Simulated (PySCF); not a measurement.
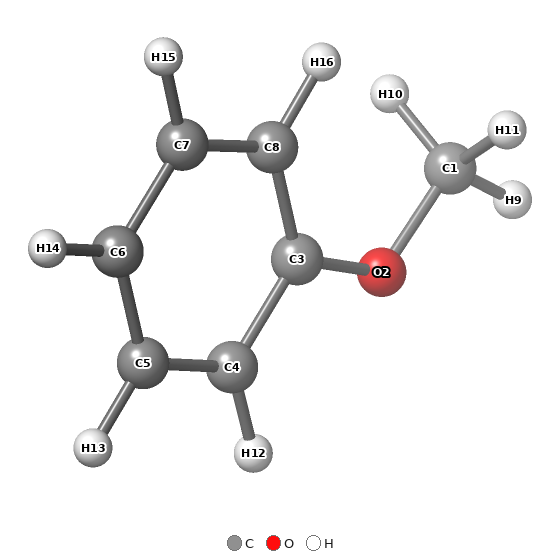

Structure of C₇H₈O, SMILES COc1ccccc1.

GIAO shifts, BLYP/pcSseg-1, PySCF, at a PBE0-D3(BJ)/def2-SVP geometry (no frequency check), against TMS for ¹³C and H₂O for ¹⁷O computed at the same level (¹⁷O: a single water molecule, while the usual scale starts at liquid water and gives values some tens of ppm lower). Gas phase, fully decoupled, line heights follow the number of nuclei, widths are arbitrary (no quadrupolar broadening); values of one conformer, averaged over nuclei that symmetry or rotation about single bonds exchange, these motions taken as fast; other conformers aren't averaged in.

How many ¹³C lines appear, and where?

5 signals.


```
δ (ppm)  nuclei   atoms
  164.4       1      C3
  132.7       2  C5, C7
  123.2       1      C6
  115.3       2  C4, C8
   55.6       1      C1
```

How many ¹⁷O lines appear, and where?

1 signal.


```tsv
δ (ppm)	nuclei	atoms
123.4	1	O2
```

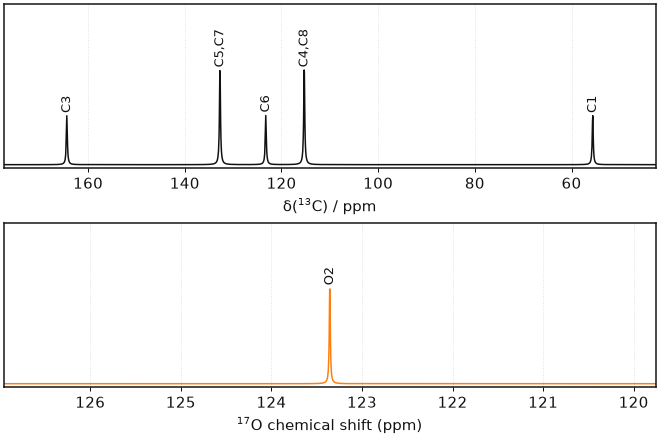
